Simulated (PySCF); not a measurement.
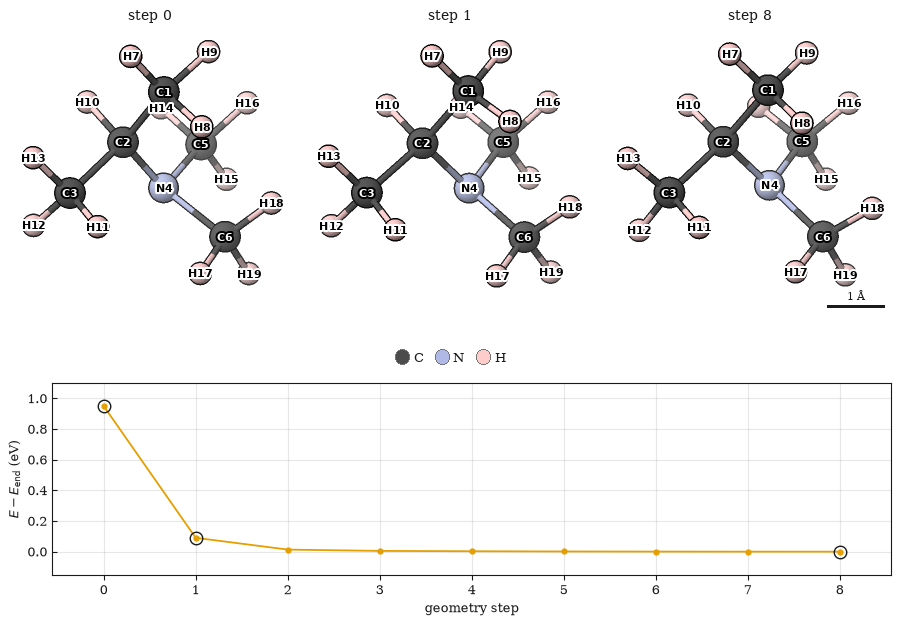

Frames of a relaxation of C$_{5}$H$_{13}$N, marked on the history of the run. Style: ball-and-stick. Shown from a free direction.

The start comes from MMFF94s. Its atoms were then displaced at random by about 0.03 Å.

Level of theory: PBE0-D3(BJ)/def2-SVP geometry optimisation, gas phase in PySCF. 

Describe the path.

The largest move after the best rigid fit is that of H12, 0.14 Å. By element the largest moves are H 0.14 Å, N 0.13 Å, C 0.08 Å. Among the contacts that change: N4–C5 1.533 → 1.437 Å, C1–H9 1.195 → 1.101 Å, C2–N4 1.373 → 1.459 Å, C1–H8 1.182 → 1.102 Å. Among the angles between lasting bonds that change: C5–N4–C6 104.4° → 112.3°, C2–C1–H7 117.6° → 110.8°, N4–C5–H15 115.4° → 109.9°. After 8 geometry steps the energy has fallen by 0.950 eV. From step 0 to 1: H8 moves most (0.20 Å), energy −0.860 eV. From step 1 to 8: H atoms move most (0.16 Å), energy −0.091 eV.

```
step  E − E(0), eV
   0        0.0000
   1       -0.8595
   2       -0.9365
   3       -0.9450
   4       -0.9472
   5       -0.9488
   6       -0.9495
   7       -0.9499
   8       -0.9500
```
